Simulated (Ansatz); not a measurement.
# Mg3NbBi, from a guessed structure to a relaxed one, part 2 of 2

This structure for Mg3NbBi is made up. Its elements were placed in a known structure type with a cell scaled to their sizes. What cell does the guess relax to, and how far off was it?

Ansatz 0.2.0; DFT, PBE, plane-wave PAW, files of the set soft_1, scalar-relativistic, no spin, cell and ions relaxed at zero pressure; PAW set soft_1 (the session's first sound run).

So far: Starting point; Relaxation of the guess. The relaxed cell has a = 4.747, c = 6.127 Å (conventional setting).

## (3) Bands of the relaxed cell

A second self-consistent run takes a narrower smearing and the mesh shown in its input; the bands follow along the standard path of the relaxed lattice.

This step: DFT, PBE, plane-wave PAW, files of the set soft_1, scalar-relativistic, no spin, bands and density of states at the relaxed cell; PAW set soft_1 (Ansatz 0.2.0).

File input.yaml:

```yaml
crystal:
  lattice:
    - [4.747056706, 0.0, 0.0]
    - [-2.373528353, 4.1110717006, 0.0]
    - [0.0, 0.0, 6.1273653541]
  atoms:
    - { symbol: Bi, position: [0.0, 0.0, 0.8285113874] }
    - { symbol: Nb, position: [0.3333333333, 0.6666666667, 0.0647732729] }
    - { symbol: Mg, position: [0.3333333333, 0.6666666667, 0.5511889836] }
    - { symbol: Mg, position: [0.0, 0.0, 0.3179668695] }
    - { symbol: Mg, position: [0.6666666667, 0.3333333333, 0.2415594867] }
kpoints:
  mp_grid: { grid: [8, 8, 6] }
  band_path:
    path:
      - [[0.0, 0.0, 0.0], [0.5, 0.0, 0.0], [0.33333333, 0.33333333, 0.0], [0.0, 0.0, 0.0], [0.0, 0.0, 0.5], [0.5, 0.0, 0.5], [0.33333333, 0.33333333, 0.5], [0.0, 0.0, 0.5]]
      - [[0.5, 0.0, 0.5], [0.5, 0.0, 0.0]]
      - [[0.33333333, 0.33333333, 0.0], [0.33333333, 0.33333333, 0.5]]
    npoints: 8
scf:
  occupations: { method: fermi_dirac, width: 0.03 }
  n_extra_bands: 9
hamiltonian:
  xc: pbe
  pseudopotentials: { kind: paw, azcp: { folder: soft_1 } }
output:
  forces: true
  stress: true
  write_bands: true
  dos: { projected: true }
  write_density: true
  write_potential: true
  elf: true
  volumetric_format: npy
```

On the command line:

```console
> ansatz run input.yaml --threads 4 --pin off --max-ram 8192MiB --backend cpu --events-out ev --progress --plain --runs-dir out
```

Numbers of over 12 decimals in the logs are rounded to 6 here.

Log:

```text
[...]
Crystal: 5 atoms, lattice volume = 119.579 Å³
Basis set: ecut = 420 eV, 2295 PW (Γ), exchange–correlation on 64×64×90 points (8 copies of the dense FFT grid, shifted against one another)
Bands: 38, of which v1, the nominal top of the filled ones, is band 29 counted from 1 (28 counted from 0)
Symmetry: 6 space group operations
[...]
k-points: 50 of 384 (time reversal used)
[...]
SCF iter   1: F=—  HF=-22724.227169 eV  |F-HF|=—  |Δ(HF+E_count)|=         —  Δρ=4.89e-2  dr2=9.67e0  ethr=3.10e-3  ⟨swp⟩=7.0  Hψ=8879  notcnv=0
[...]
SCF iter  10: F=-22721.874069 eV  HF=-22721.874069 eV  |F-HF|=1.88e-8  |Δ(HF+E_count)|=   7.80e-8  Δρ=6.09e-6  dr2=6.38e-8  ethr=1.72e-10  ⟨swp⟩=15.5  Hψ=15160  notcnv=0
SCF 1 converged in 10 iterations: F = -22721.874069 eV  dr2 = 6.38e-8
[...]
NSCF: frozen V_eff on 75 k-points
SCF converged after 10 iterations
Free energy (F): -22721.874069 eV
[...]
Internal energy: -22721.868169 eV  (E = F + TS)
E sigma→0 (E₀):  -22721.871119 eV
Entropy (-TS):   -0.005900 eV (-1.180 meV/atom)
Fermi energy:    8.772683 eV
[...]
--- Forces (eV/Å), atoms counted from 1 ---
  atom   1  Bi    -0.00000000    -0.00000000    -0.04292356
  atom   2  Nb     0.00000000    -0.00000000     0.01771943
  atom   3  Mg     0.00000000    -0.00000000     0.00112189
  atom   4  Mg     0.00000000    -0.00000000     0.01128718
  atom   5  Mg     0.00000000     0.00000000     0.01281319
  max |Σ_I F_I| component: 1.81e-5 eV/Å
--- Stress (GPa, compression-positive) ---
       -0.111542       0.000000       0.000000
       -0.000000      -0.111542       0.000000
        0.000000       0.000000       0.158053
  P = ⅓ Tr σ = -0.0217 GPa (-0.217 kbar)
--- Band table (eV; the first three rows and the last of 50) ---
  k-point 0: bands = [... 25 lower, 6.6459, 8.5568, 8.5568, 8.9474, 9.7550, 9.7550, 10.2491, 12.0808, ... 5 higher]
  k-point 1: bands = [... 25 lower, 6.6700, 8.4783, 8.4783, 8.9882, 9.8362, 9.8362, 10.1325, 11.8170, ... 5 higher]
  k-point 2: bands = [... 25 lower, 6.7205, 8.3528, 8.3528, 8.8130, 9.8911, 9.8964, 9.8964, 11.8016, ... 5 higher]
  k-point 49: bands = [... 25 lower, 5.8719, 6.3174, 8.3574, 8.6010, 8.8686, 9.4204, 9.9103, 11.4017, ... 5 higher]
```

Run time: 15 s. Hardware: 4 threads of Arm Neoverse V1, shared host; peak memory 0.57 GiB.

Numbers from this step:

- free energy: -22721.8741 eV
- energy at zero smearing: -22721.8711 eV
- smearing term TS: 0.005900 eV
- Fermi energy: 8.773 eV
- pressure: -0.02168 GPa

bands.tsv at the labelled points (eV, zero at the Fermi level; the bands that come nearest the Fermi level along the path):

```tsv
point	band 26	band 27	band 28	band 29	band 30	band 31	band 32	band 33
Γ	-2.13	-0.22	-0.22	0.17	0.98	0.98	1.48	3.31
M	-1.90	-1.53	-1.33	-0.75	0.11	0.31	0.94	2.03
K	-2.57	-2.08	-0.87	-0.45	-0.35	0.78	1.42	1.64
Γ	-2.13	-0.22	-0.22	0.17	0.98	0.98	1.48	3.31
A	-1.57	-0.47	-0.47	-0.45	1.10	1.11	1.11	3.24
L	-2.00	-1.36	-0.46	-0.12	0.24	0.36	1.06	2.31
H	-3.06	-2.76	-0.39	-0.14	0.05	0.65	1.12	2.70
A	-1.57	-0.47	-0.47	-0.45	1.10	1.11	1.11	3.24
L	-2.00	-1.36	-0.46	-0.12	0.24	0.36	1.06	2.31
M	-1.90	-1.53	-1.33	-0.75	0.11	0.31	0.94	2.03
K	-2.57	-2.08	-0.87	-0.45	-0.35	0.78	1.42	1.64
H	-3.06	-2.76	-0.39	-0.14	0.05	0.65	1.12	2.70
```

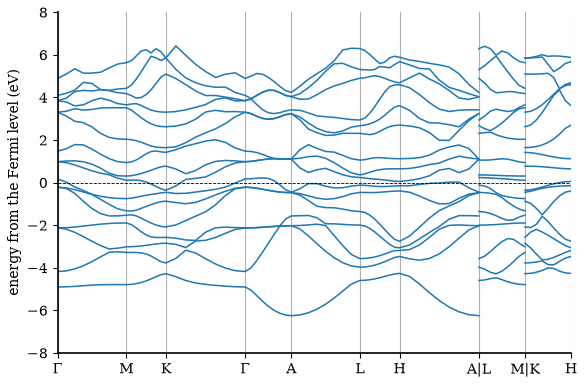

Bands along the path. 22 bands lie wholly below the window drawn.

States per cell as run, both spins, in windows of 1 eV, from dos.tsv (zero at the Fermi level):

```csv
from,to,total
-8,-7,0.00
-7,-6,0.03
-6,-5,0.70
-5,-4,1.35
-4,-3,2.19
-3,-2,3.30
-2,-1,2.74
-1,0,3.71
0,1,3.69
1,2,2.67
2,3,2.23
3,4,3.30
```

A further 44.0 states lie below the table's range.

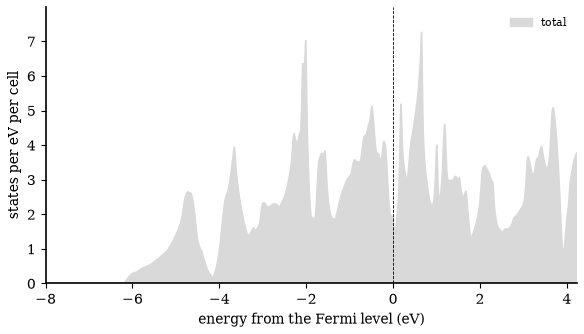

Total density of states, smoothed over about 0.04 eV.

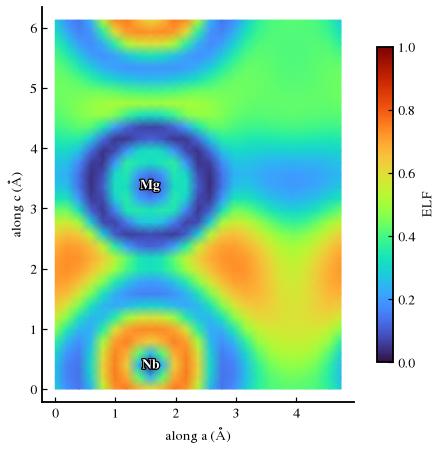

ELF in the ac plane at fractional y = 0.667, with atoms of Nb and Mg within 0.2 Å of it. It is the smooth field of the valence electrons, not physical close to the nuclei.

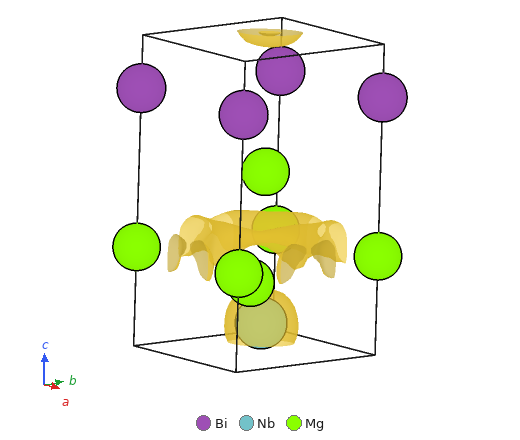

Surface of ELF = 0.69.

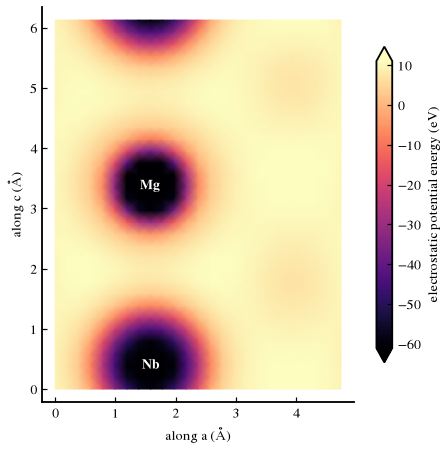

Electrostatic potential energy in the ac plane at fractional y = 0.667, with atoms of Nb and Mg within 0.2 Å of it. With pseudopotentials it is smooth inside the atoms' cores, unlike the true potential.

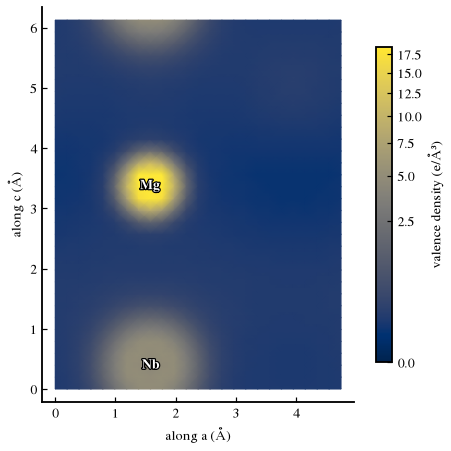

Valence density in the ac plane at fractional y = 0.667, with atoms of Nb and Mg within 0.2 Å of it. It is the smooth field of the valence electrons, not physical close to the nuclei. The colour scale is stretched toward low values.

## (4) Summary of results

| Property | Result |
| --- | --- |
| space group, relaxed | P3m1 |
| conventional cell | a = 4.747, b = 4.747, c = 6.127 Å; α = 90.0°, β = 90.0°, γ = 120.0° |
| volume per atom | 23.92 Å³ (guess 24.96) |

Mg3NbBi relaxes to P3m1 with a = 4.747, b = 4.747 and c = 6.127 Å. The guessed volume was 4 % too large. The space group P3m1 was held in the relaxation, so the end point is a stationary structure within it and may be a saddle against distortions or other arrangements. Bands cross the Fermi level, so it is a metal or semimetal at this level. On the 8×8×6 mesh with the narrower smearing (relaxed on 7×7×4) the largest force component is 0.043 eV/Å and the largest stress component is 0.158 GPa, against the relaxation's thresholds of 0.015 eV/Å and 0.05 GPa. The cutoff wasn't tested. A vector of the cell changed its length by 12 %, more than the volume shows. Spin-orbit coupling is left out, which can matter for elements this heavy. No dispersion term is used, so weakly bound directions may come out too long. The runs have no spin, and magnetism wasn't tested. Nothing here tests whether the compound is stable against decomposition.

[Logs are printed without paths, hosts, clocks, repeated set-up lines and the standing remarks that a program may print on its own settings, such as how far it seeks lower states.]

[Hosts, paths, dates, database ids (printed as entryN), source tags and the programs' standing remarks are cut or masked in the printed files.]
